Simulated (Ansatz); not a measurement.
# GeNH3Cl (SMILES [NH2][GeH][Cl]): levels of theory compared

Aim: a comparison of 4 runs (U-revPBE/cc-pVDZ, UB2PLYP/cc-pVDZ, UCAM-B3LYP/cc-pVDZ, UPBE/cc-pVDZ) of GeNH3Cl. 

Program for the calculation: Ansatz 0.2.0.

72 further runs of the same task are left out: 72 set aside as unsound or not needed.

## Step 1: The system as given

GeNH3Cl: 6 atoms, total charge 0, spin state doublet. As SMILES, `[NH2][GeH][Cl]`. The N1–H5 distance was set to 1.314 Å, away from the relaxed value.

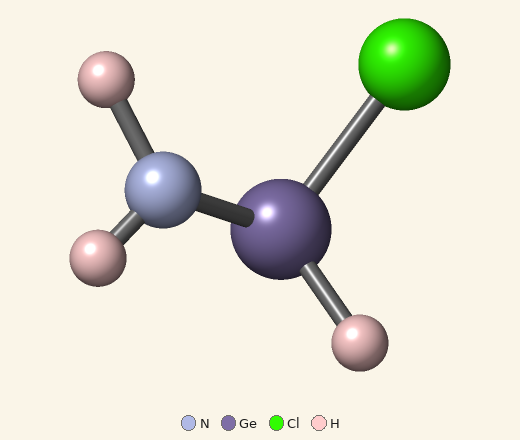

Viewed from a chosen angle; nitrogen light blue, germanium purple, chlorine green, hydrogen pink.

## Step 2: The energy at U-revPBE/cc-pVDZ (run 1)

input.yaml

```yaml
crystal:
  periodic: [false, false, false]
  atoms:
    - symbol: N
      position_ang: [-0.313572, 0.537573, -0.626620]
    - symbol: Ge
      position_ang: [0.208128, 0.068673, 1.069780]
    - symbol: Cl
      position_ang: [1.375728, -1.737227, 0.784980]
    - symbol: H
      position_ang: [-0.851772, 1.390873, -0.699720]
    - symbol: H
      position_ang: [-0.888700, -0.414300, -1.327200]
    - symbol: H
      position_ang: [1.175928, 1.188773, 1.560980]
basis:
  gaussian:
    orbitals: cc-pVDZ
output:
  orbitals: {seedname: orbitals}
magnetization:
  spin_polarized: true
  initial_magnetization: 1
total_charge: 0
accuracy: high
hamiltonian:
  xc: {name: revPBE}
```

Command:

```
$ ansatz run input.yaml --threads 1 --pin off --max-ram 3480MiB --events-out events.jsonl --progress --plain --runs-dir runs
```

The log of the run:

```text
Warning: RAYON_NUM_THREADS=1 ignored (pool sized by the plan → 1); use --threads N
Functional definition: revPBE
  name "revPBE"
  parameter kappa = 1.245
  parameter beta = 0.06672455060314922
  exchange = pbe_x(kappa = kappa, mu = beta*pi^2/3)
  correlation = pbe_c(beta = beta)
1677 factors; integrals over basis functions are off by at most 4.4e-9 eV
mean field evaluation 1: about -70563.9965 eV, gradient 4.1e1 eV
mean field evaluation 2: about -70508.4892 eV, gradient 9.2e1 eV
mean field evaluation 4: about -70571.0371 eV, gradient 8.0e0 eV
mean field evaluation 8: about -70571.4294 eV, gradient 1.5e-1 eV
mean field evaluation 16: about -70571.4296 eV, gradient 2.5e-4 eV
mean field -70571.42955238 eV, -2593.4522010171 hartree, gradient 6.7e-8 eV, S^2 0.752266; 0 other end points of the search recorded, 0 dependent functions left out
reference -70571.42955611 eV, -2593.4522011540 hartree; 30, 29 occupied and 44, 45 virtual orbitals, 1677 factors
Total energy: -70571.42955611 eV, -2593.4522011540 hartree
```

It took 10 s on 1 thread of Arm Neoverse V1, shared host; peak memory 0.23 GiB.

## Step 3: A single-point energy at UB2PLYP/cc-pVDZ (run 2)

run.yaml

```yaml
crystal:
  periodic: [false, false, false]
  atoms:
    - {symbol: N, position_ang: [-0.313572, 0.537573, -0.626620]}
    - {symbol: Ge, position_ang: [0.208128, 0.068673, 1.069780]}
    - {symbol: Cl, position_ang: [1.375728, -1.737227, 0.784980]}
    - {symbol: H, position_ang: [-0.851772, 1.390873, -0.699720]}
    - {symbol: H, position_ang: [-0.888700, -0.414300, -1.327200]}
    - {symbol: H, position_ang: [1.175928, 1.188773, 1.560980]}
basis:
  gaussian:
    orbitals: cc-pVDZ
magnetization:
  spin_polarized: true
  initial_magnetization: 1
hamiltonian:
  xc: {name: B2PLYP}
correlation:
  frozen_orbitals: {Cl: 5, Ge: 9, H: 0, "N": 1}
accuracy: high
output:
  orbitals: {seedname: orbitals}
```

Command:

```
$ ansatz run run.yaml --threads 1 --pin off --max-ram 3480MiB --events-out events.jsonl --progress --plain --runs-dir runs
```

The log of the run, cut to the lines that bear on the results:

```text
Warning: RAYON_NUM_THREADS=1 ignored (pool sized by the plan → 1); use --threads N
Functional definition: B2PLYP
  name "B2PLYP"
[...]
1677 factors; integrals over basis functions are off by at most 4.4e-9 eV
[...]
mean field -70557.84984803 eV, -2592.9531560867 hartree, gradient 9.7e-8 eV, S^2 0.758525; 0 other end points of the search recorded, 0 dependent functions left out
15 core orbitals not correlated: weight in the atoms' cores, before any rotation towards them, 1.000 or more for the frozen orbitals, at most 0.000 for the correlated occupied ones
reference -70557.84987163 eV, -2592.9531569542 hartree; 15, 14 occupied and 44, 45 virtual orbitals, 1677 factors
second order -14.04224731 eV of doubles, -0.00000000 eV of singles
Total energy: -70561.64127841 eV, -2593.0924885832 hartree
```

Run time: 15 s. Hardware: 1 thread of Arm Neoverse V1, shared host; peak memory 0.36 GiB.

Run 3 isn't shown in full; the table further down has it.

## Step 4: The energy at UPBE/cc-pVDZ (run 4)

in.yaml

```yaml
crystal:
  periodic: [false, false, false]
  atoms:
    - {symbol: "N", position_ang: [-0.313572, 0.537573, -0.626620]}
    - {symbol: Ge, position_ang: [0.208128, 0.068673, 1.069780]}
    - {symbol: Cl, position_ang: [1.375728, -1.737227, 0.784980]}
    - {symbol: H, position_ang: [-0.851772, 1.390873, -0.699720]}
    - {symbol: H, position_ang: [-0.888700, -0.414300, -1.327200]}
    - {symbol: H, position_ang: [1.175928, 1.188773, 1.560980]}
basis:
  gaussian:
    orbitals: cc-pVDZ
hamiltonian:
  xc: {name: PBE}
magnetization:
  spin_polarized: true
  initial_magnetization: 1
output: {orbitals: {seedname: orbitals}}
accuracy: high
```

Command:

```
$ ansatz run in.yaml --threads 1 --pin off --max-ram 3480MiB --events-out events.jsonl --progress --plain --runs-dir runs
```

The log of the run:

```text
Warning: RAYON_NUM_THREADS=1 ignored (pool sized by the plan → 1); use --threads N
Functional definition: PBE
  name "PBE"
  parameter kappa = 0.804
[... 3 set-up lines as earlier in the session ...]
1677 factors; integrals over basis functions are off by at most 4.4e-9 eV
mean field evaluation 1: about -70555.2290 eV, gradient 4.2e1 eV
mean field evaluation 2: about -70497.7240 eV, gradient 9.3e1 eV
mean field evaluation 4: about -70562.5109 eV, gradient 8.5e0 eV
mean field evaluation 8: about -70562.9477 eV, gradient 1.5e-1 eV
mean field evaluation 16: about -70562.9479 eV, gradient 2.8e-4 eV
mean field -70562.94789781 eV, -2593.1405059607 hartree, gradient 6.4e-8 eV, S^2 0.752062; 0 other end points of the search recorded, 0 dependent functions left out
reference -70562.94790081 eV, -2593.1405060708 hartree; 30, 29 occupied and 44, 45 virtual orbitals, 1677 factors
Total energy: -70562.94790081 eV, -2593.1405060708 hartree
```

Run time: 9.9 s. Hardware: 1 thread of Arm Neoverse V1, shared host; peak memory 0.23 GiB.

## Step 5: The series

```
run               level  frozen core orbitals   energy (Eh)  HOMO energy (eV)  LUMO energy (eV)   ⟨S²⟩  wall time
  1    U-revPBE/cc-pVDZ                     –  -2593.452201             -4.63             -3.47  0.752       10 s
  2     UB2PLYP/cc-pVDZ                    15  -2593.092489             -6.97             -1.53  0.759       15 s
  3  UCAM-B3LYP/cc-pVDZ                     –  -2593.813303             -7.12             -1.78  0.756       15 s
  4        UPBE/cc-pVDZ                     –  -2593.140506             -4.64             -3.56  0.752      9.9 s
```

## Step 6: Outcome

| quantity | value |
| --- | --- |
| run 4: total energy | -2593.14051 Eh |
| run 4: HOMO energy (highest over α and β) | -4.64 eV |
| run 4: LUMO energy (lowest over α and β) | -3.56 eV |
| run 4: ⟨S²⟩ | 0.752 |

In words: Totals of different functionals can't be ranked against each other. All runs together took 51 s, the longest 15 s.
